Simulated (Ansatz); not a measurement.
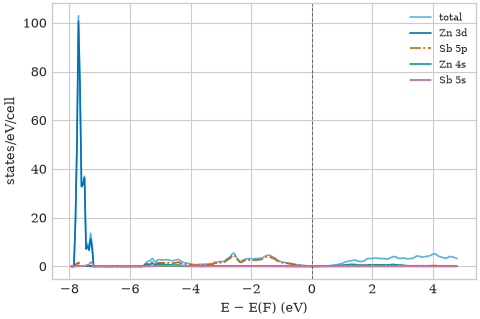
Figure: Total and projected density of states of SrZn$_{2}$Sb$_{2}$ in space group P-3m1 (No. 164; Sr on 1a, Zn on 2d, Sb on 2d), r²SCAN (plane waves, PAW; program Ansatz)

Q: Which orbitals carry the states next to the Fermi level?

A: Within 0.5 eV of the Fermi level: Sb 5p 78 %, Zn 4s 10 %, outside the projected shells 7 %. Projections are on Löwdin-orthogonalised atomic valence shells; empty p or d shells of many metals are not among them.

The workflow started from a Materials Project entry (that database holds measured and hypothetical structures alike); the Crystallography Open Database files this formula in space group No. 164, but the cells were not matched. Whether it is the stable phase at ambient conditions was not checked. The r²SCAN relaxation kept the symmetry of its start; its stability against distortions is not shown here. Scalar-relativistic: spin–orbit coupling is off unless named, which matters more the heavier the elements.

Potentials: the later of the program's two PAW sets.
